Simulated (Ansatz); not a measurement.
**A ladder of methods for SiHClO (SMILES O[Si]Cl)**

SiHClO has 4 atoms, charge 0, and is taken as a singlet. As SMILES, `O[Si]Cl`. The shape is that of a PBE0-D4/def2-TZVP optimisation.

```csv
atom,x (Å),y (Å),z (Å)
O,-0.9118,0.4502,-0.3087
Si,-0.4342,-0.7897,0.6470
Cl,1.6623,-0.7010,0.4214
H,-0.2608,0.9804,-0.7800
```

Quantity: the energy change with the O1–Si2 bond stretched from 1.637 to 3.273 Å, in eV. The values are calculated.

| level | kind | program | value (eV) | less FCI/STO-3G | CPU time (all runs) |
| --- | --- | --- | --- | --- | --- |
| SVWN5/STO-3G (restricted) | LDA | Ansatz | 6.43 | +1.85 | 2.3 s |
| revPBE/STO-3G (restricted) | GGA | Ansatz | 5.70 | +1.12 | 3.5 s |
| B3LYP/STO-3G (restricted) | global hybrid | Ansatz | 6.67 | +2.09 | 3 s |
| PBE0/STO-3G (restricted) | global hybrid | Ansatz | 6.96 | +2.38 | 3 s |
| HSE06/STO-3G (restricted) | range-separated hybrid | Ansatz | 6.92 | +2.34 | 3.8 s |
| MP2/STO-3G (restricted) | perturbation theory | Ansatz | 5.86 | +1.28 | 0.59 s |
| CCSDT(Q)/STO-3G (restricted) | coupled cluster or CI | Ansatz | 4.60 | +0.02 | 1.3 s |
| CCSDT/STO-3G (restricted) | coupled cluster or CI | Ansatz | 4.61 | +0.03 | 1.3 s |
| FCI/STO-3G | exact in the basis | Ansatz | 4.58 | 0.00 | 7.4 s |

FCI/STO-3G is exact within its basis and frozen core, so for wave-function methods in that basis the difference is their error; functionals converge differently with the basis, so for them it is only a difference. The first shape isn't each level's own minimum. The values span 4.58 to 6.96 eV. All rows use very small basis sets, so even the best lies far from the true value. CPU times are rough (shared hosts, several kinds of processor): they show what a rung costs within a factor of a few.

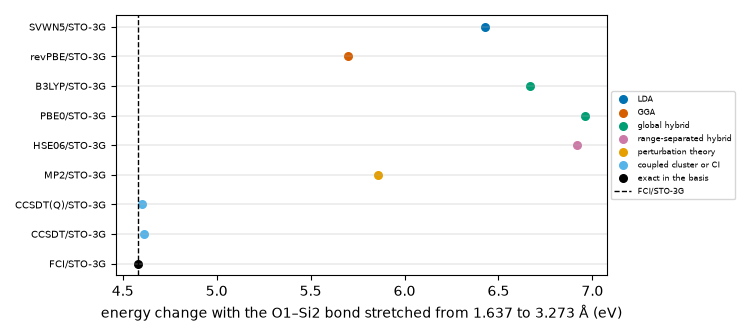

The values of the table, level by level.
